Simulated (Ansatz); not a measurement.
## Electronic structure of CH3CuOS (SMILES C=[O+][Cu-][SH]) in real space

The calculation's input:

```
basis:
  gaussian: {orbitals: def2-TZVPD}
crystal:
  periodic: [false, false, false]
  atoms:
    - {symbol: C, position_ang: [0.506989, -0.782578, 0.107726]}
    - {symbol: Cu, position_ang: [-1.013811, 1.708188, 0.128730]}
    - {symbol: O, position_ang: [-0.148227, 0.094855, 0.647436]}
    - {symbol: S, position_ang: [-1.999882, 3.529031, -0.410385]}
    - {symbol: H, position_ang: [0.891160, -1.635283, 0.702945]}
    - {symbol: H, position_ang: [0.739737, -0.762594, -0.976922]}
    - {symbol: H, position_ang: [-1.648342, 3.438149, -1.717852]}
magnetization: {spin_polarized: false}
hamiltonian: {xc: {name: PBE0}}
output: {forces: true, orbitals: {seedname: orbitals}}
```

Launched as:

```sh
ansatz run input.yaml --threads 2 --pin off --max-ram 4350MiB --events-out events.jsonl --progress --plain --runs-dir runs
```

Geometry: B3LYP-D3(BJ)/def2-SVP.

Level of theory: Ansatz 0.2.0, isolated molecule in a Gaussian basis; Kohn-Sham density functional theory, functional PBE0.

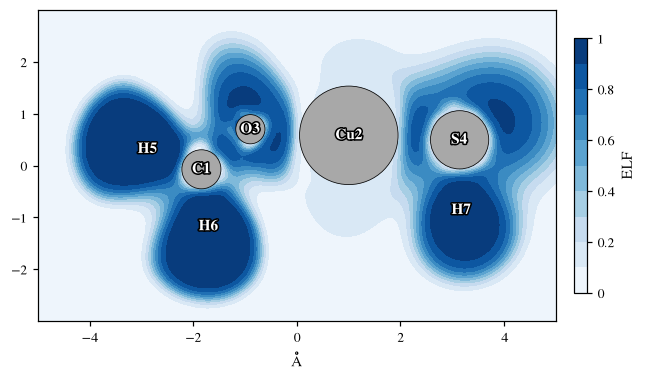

Figure 1. ELF on the molecular plane. Grey discs cover the atomic cores.

Q: Read the bonding off the picture.

A:
- Atoms in the plane: C, Cu, O, S and H.
- C–O (1.22 Å): the ELF peaks at about 0.85 between the atoms: a short, multiple covalent bond.
- Cu–O (1.90 Å): the ELF peaks at about 0.90 in the valence shell of O, 0.5 Å from its nucleus, and is about 0.15 at the midpoint.
- Cu–S (2.14 Å): the ELF peaks at about 0.85 in the valence shell of S, 0.9 Å from its nucleus, and is about 0.55 at the midpoint.
- C–H (1.11 Å): the ELF climbs to about 1 towards the hydrogen, as it does in any bond to H; an ordinary covalent bond to hydrogen.
- S–H (1.36 Å): the ELF climbs to about 1 towards the hydrogen.

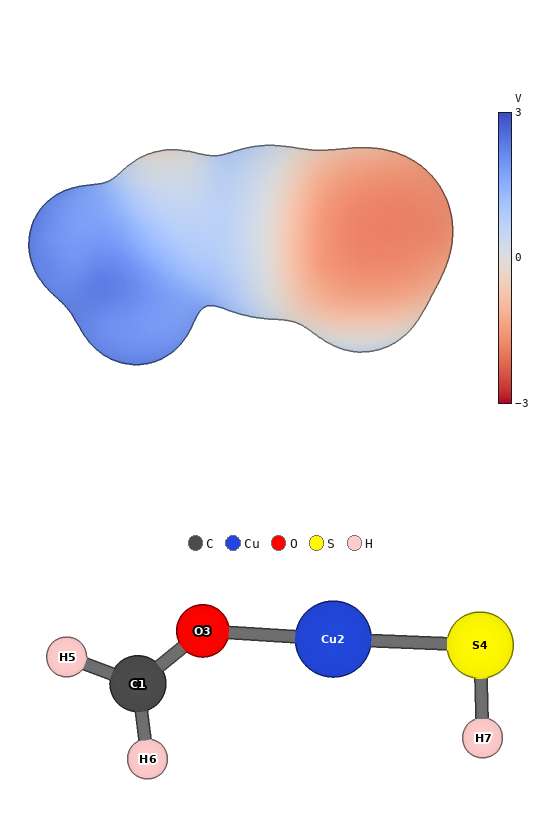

Figure 2. The molecular electrostatic potential painted on the density surface at 0.002 e/bohr³, seen across its widest extent; the colour scale runs from red (negative) to blue (positive). The bare structure is drawn below in the same view.

Q: Where is the surface potential most negative and most positive?

A: The most negative region (about −1.9 V) lies over S4, the most positive (about +2.3 V) over the π face of C1.

Q: How polar is the molecule by this calculation?

A: Its dipole moment is 8.14 D.

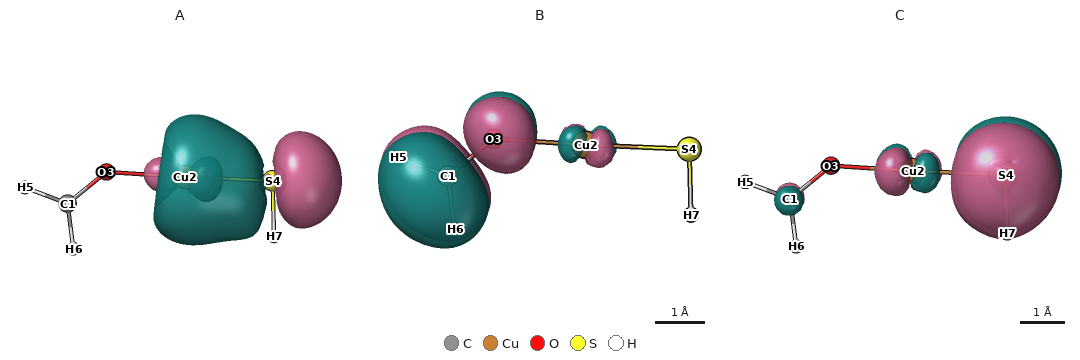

Figure 3. Three frontier orbitals at ±0.1 Å⁻³ᐟ² (teal and pink are the two phases), in no order.

Q: Which picture is the HOMO−1, the HOMO and the LUMO?

A: A is the HOMO−1 (−6.68 eV). By Hirshfeld shares it lies mainly on Cu2 (about 55 %) and S4 (about 40 %). C is the HOMO (−5.77 eV). By Hirshfeld shares it lies mainly on S4 (about 75 %) and Cu2 (about 15 %); it changes sign across the molecular plane (π type). B is the LUMO (−3.10 eV). By Hirshfeld shares it lies mainly on C1 (about 50 %), O3 (about 30 %), H5 (about 5 %) and H6 (about 5 %); it changes sign across the molecular plane (π type); π-antibonding (a node) across C1–O3.

Q: What is the HOMO–LUMO gap?

A: 2.67 eV between the orbital energies.
